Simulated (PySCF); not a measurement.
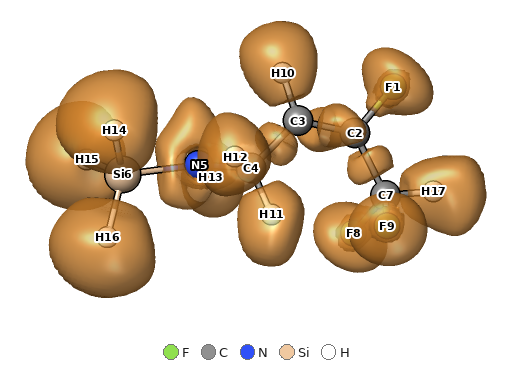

Figure 1: C4H8F3NSi. Isosurface of the ELF at 0.75 (orange), seen across its widest extent. Core shells and regions of very low density are left out.

Geometry: GFN2-xTB.

Method: PBE0/pcSseg-1, SCF density, gas phase, non-relativistic in PySCF.

Input file:

```
{"job": {"kind": "nmr", "xc": "PBE0", "basis": "pcSseg-1"}, "charge": 0, "multiplicity": 1}
F      2.606259     0.902126     1.966824
C      1.873830     0.329906     0.981200
C      0.592852     0.054013     1.166460
C     -0.322038    -0.537026     0.137884
N     -1.367975     0.411358    -0.164228
Si    -3.001620    -0.030671    -0.473732
C      2.700355     0.081815    -0.252556
F      2.193186     0.743480    -1.324710
F      2.707145    -1.229565    -0.599173
H      0.136995     0.322576     2.108915
H      0.232243    -0.837544    -0.758248
H     -0.787413    -1.430918     0.560806
H     -0.997796     1.238830    -0.606929
H     -3.398253    -0.851196     0.671958
H     -3.706445     1.244492    -0.547655
H     -3.210762    -0.804925    -1.706665
H      3.742438     0.405279    -0.111201
```

Launched as:

```sh
OMP_NUM_THREADS=1 python probes_run.py task.json out
```

> Identify the bonds, lone pairs and shells in this picture.

The surface consists of three regions between bonded C–C atoms (shared pairs), seven regions around hydrogen nuclei, three regions on F in which the atom's valence shell and bonds are merged and one joined region spread over several atoms (H, N), in which their bonds and any lone pairs are merged. Profiles from the grid: C–C (1.32 Å): the ELF peaks at about 0.95 between the atoms: a short, multiple covalent bond. C–F (1.35 Å): the ELF peaks at about 0.85 between the atoms: a shared but strongly polarised pair.
